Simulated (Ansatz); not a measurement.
```xyz
7

F    -0.6707   -2.5909    1.5175
Al   -0.3057   -1.0744    0.5588
B     0.0591    0.1200   -1.1929
C     0.2275    0.7370    0.3099
H     0.1938    0.2386   -2.3666
H    -0.6497    1.4821    0.5075
H     1.2070    1.0197    0.6201
```

The fields and orbitals are those of the mean-field reference, not of the correlated method.

Computed with Ansatz, RPA, Gaussian basis, functional hf.

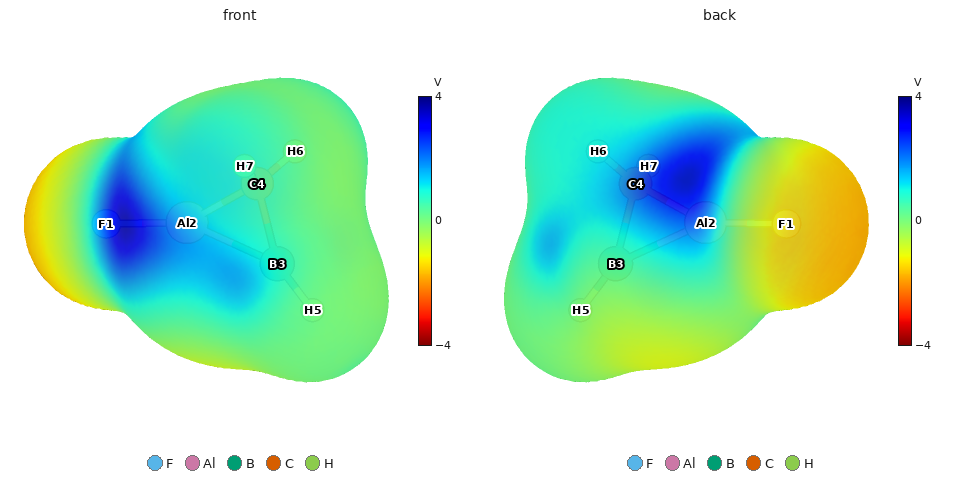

CH3AlBF (SMILES [F][Al]1[BH][CH2]1). The electrostatic potential painted on the density surface at 0.001 e/bohr³, seen from the front and from behind; red is negative and blue positive.

**Where is the surface potential most negative and most positive?**

The most negative region (about −1.8 V) lies over F1, the most positive (about +3.3 V) over Al2.
